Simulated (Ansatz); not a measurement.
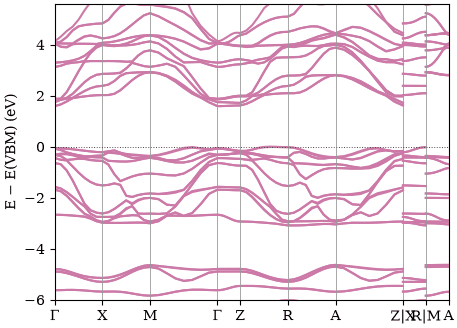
*Band structure from r²SCAN with spin–orbit coupling in the plane-wave PAW code Ansatz*

Problem. Read off the gap and where the band edges lie.

Solution. About 1.6 eV (1.59 eV by a search for the band edges); maximum on the Z–R line, 61 % of the way from Z, minimum at Γ.

The material is Ba$_{2}$Ti$_{2}$N$_{3}$F$_{3}$ in space group P-4m2 (No. 115; Pearson symbol tP10).

The start of the workflow was typed in or built on a structure type; neither database checked (COD, Materials Project) lists it. Its standing as an ambient phase is unchecked. The r²SCAN relaxation kept the symmetry of its start; whether a distortion lowers the energy is not shown. The workflow began spin-polarised and lost its moments.

Potentials: the earlier of the program's two PAW sets. The files were generated under PBE; for other functionals the program regenerates the frozen cores, and for LDA and PBEsol the local potential too.
